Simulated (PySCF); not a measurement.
# CCSD(T)/STO-3G run of CH5Al (AlH2Me)

Aim: the vertical ionisation energy of CH5Al (AlH2Me) at CCSD(T)/STO-3G, from 2 runs. 

The calculation is run with PySCF 2.14.0.

9 further runs of the same task are left out: 1 that didn't finish, 8 set aside as unsound or not needed.

**1. Starting point**

CH5Al has 7 atoms, charge 0, and is taken as a singlet. As SMILES, `[H][Al]([H])[CH3]`. The shape comes from GFN2-xTB, which is rough for such elements, and wasn't checked as a minimum.

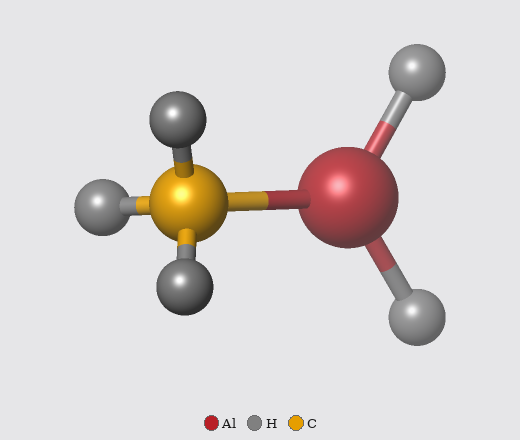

Viewed from a chosen angle; aluminium red, hydrogen grey, carbon amber.

**2. A single-point energy at CCSD(T)/STO-3G**

Contents of run.py:

```python
from pyscf import gto, cc

mol = gto.M(
    atom='''
Al     1.005788     1.749849    -0.005367
H      3.929893     1.947797     0.074587
H     -0.296838     4.375869    -0.062021
C     -0.863227    -1.501463    -0.005197
H     -1.093414    -2.312722    -1.899364
H     -2.776461    -1.304459     0.772577
H      0.094278    -2.954851     1.124765
''',
    verbose=3,
    unit='bohr',
    max_memory=1860,
    basis='sto-3g',
)

calc0 = mol.RHF()
calc0.conv_tol = 1e-10
calc0.kernel()
if not calc0.converged:
    calc0 = calc0.newton().run(calc0.mo_coeff, calc0.mo_occ)

mycc = cc.CCSD(calc0, frozen=6)
mycc.kernel()
e_t = mycc.ccsd_t()
energy = mycc.e_tot + e_t
print('E = %.10f Eh' % energy)
```

Started as:

```sh
OMP_NUM_THREADS=1 python run.py
```

What it wrote:

```text
converged SCF energy = -279.320734124603
E(CCSD) = -279.4377225154911  E_corr = -0.1169883908879169
CCSD(T) correction = -0.000763658756364426
E = -279.4384861742 Eh
```

Wall time 0.68 s (1 thread of Arm Neoverse V2, shared host); peak memory 0.12 GiB.

**3. The doublet cation**

Contents of run.py:

```python
from pyscf import gto, cc

molecule = gto.M(
    atom='''
Al     0.532240     0.925980    -0.002840
H      2.079610     1.030730     0.039470
H     -0.157080     2.315610    -0.032820
C     -0.456800    -0.794540    -0.002750
H     -0.578610    -1.223840    -1.005100
H     -1.469240    -0.690290     0.408830
H      0.049890    -1.563640     0.595200
''',
    spin=1,
    verbose=3,
    charge=1,
    basis='sto-3g',
    max_memory=1860,
)

myscf = molecule.UHF()
myscf.conv_tol = 1e-10
myscf.kernel()
if not myscf.converged:
    myscf = myscf.newton().run(myscf.mo_coeff, myscf.mo_occ)

mycc = cc.CCSD(myscf, frozen=6)
mycc.kernel()
e_t = mycc.ccsd_t()
energy = mycc.e_tot + e_t
print('E = %.10f Eh' % energy)
```

Started as:

```sh
OMP_NUM_THREADS=1 python run.py
```

What it wrote:

```text
converged SCF energy = -279.02887751253  <S^2> = 0.76410498  2S+1 = 2.0140556
E(UCCSD) = -279.143280285385  E_corr = -0.1144027728552071
UCCSD(T) correction = -0.00109744653736479
E = -279.1443777319 Eh
```

It took 0.8 s on 1 thread of Arm Neoverse V2, shared host; peak memory 0.12 GiB.

**4. Results**

Level: CCSD(T)/STO-3G, 6 core orbitals frozen.

| quantity | value |
| --- | --- |
| singlet CH5Al: total energy | -279.43849 Eh |
| singlet CH5Al: dipole moment (Hartree–Fock density) | 0.11 D |
| singlet CH5Al: HOMO energy (Hartree–Fock orbitals) | -9.03 eV |
| singlet CH5Al: LUMO energy (Hartree–Fock orbitals) | 8.86 eV |
| singlet CH5Al: HOMO–LUMO gap (Hartree–Fock orbitals) | 17.89 eV |
| singlet CH5Al: correlation energy (6 core orbitals frozen) | -117.8 mEh |
| singlet CH5Al: (T) correction | -0.76 mEh |
| singlet CH5Al: T1 diagnostic | 0.006 |
| doublet cation: total energy | -279.14438 Eh |
| doublet cation: HOMO energy (Hartree–Fock orbitals) (highest over α and β) | -15.33 eV |
| doublet cation: LUMO energy (Hartree–Fock orbitals) (lowest over α and β) | -6.90 eV |
| doublet cation: correlation energy (6 core orbitals frozen) | -115.5 mEh |
| doublet cation: (T) correction | -1.10 mEh |
| doublet cation: ⟨S²⟩ of the reference determinant | 0.764 |
| doublet cation: T1 diagnostic | 0.020 |
| vertical ionisation energy (to the doublet cation) | 8.003 eV |

Removing an electron at fixed nuclei costs 8.00 eV (185 kcal/mol). In a minimal basis such a difference can be off by several eV, whatever the method. The triples (singlet CH5Al) make up 0.6 % of the correlation energy. The triples (doublet cation) make up 1.0 % of the correlation energy.
